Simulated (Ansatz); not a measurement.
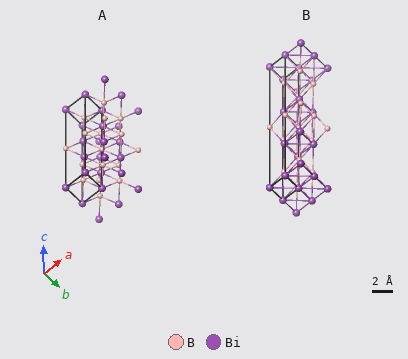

Two geometries of crystalline BiB (built on the CuPt (L1_1)_166 type) (coarse preliminary run), drawn at one scale. One is the start of a relaxation, the other its converged end. A ball-and-stick model of the conventional cell (3 times the calculation's cell), repeated 2 × 2 × 1 with one cell outlined, seen from a free direction. Lengths and directions refer to the drawn axes.

Level of theory: Ansatz 0.2.0, DFT PBE, scalar-relativistic, plane waves, PAW. Set-up: plane-wave cutoff 420 eV; k-point mesh 6 × 6 × 6; occupations gaussian; smearing width 0.1 eV; no spin polarisation; cell and atoms relaxed; force threshold 0.04 eV/Å; at most 70 steps.

**Which geometry has the lower energy?**

Structure A is the relaxed one. Case: CuPt (L1_1) type (R-3m, No. 166). After 12 accepted moves (15 points after the start) the energy has fallen by 2.060 eV per cell of the calculation. All forces vanish by symmetry, so only the cell relaxes. The pressure goes from 18.61 to 0.10 GPa. The line search rejected the trial step at point 10 of the run. At 2 points the geometry stayed and the basis and grid were re-selected for the new cell (energy shift of 79.6 meV per cell of the calculation at most each time). The atoms keep their places relative to the cell (all moves are under 0.005 Å). The drawn cell changes as follows: a = b 2.970 → 3.730 Å (+25.6 %), c 14.188 → 9.185 Å (−35.3 %); the volume changes by +2.1 %. Among the contacts that change: Bi–Bi 2.970 → 3.730 Å, B–Bi 2.921 → 2.642 Å. The space group stays R-3m (No. 166). Cost: 18 s on 1 thread of Arm Neoverse V2 (shared host), peak memory 0.3 GiB.
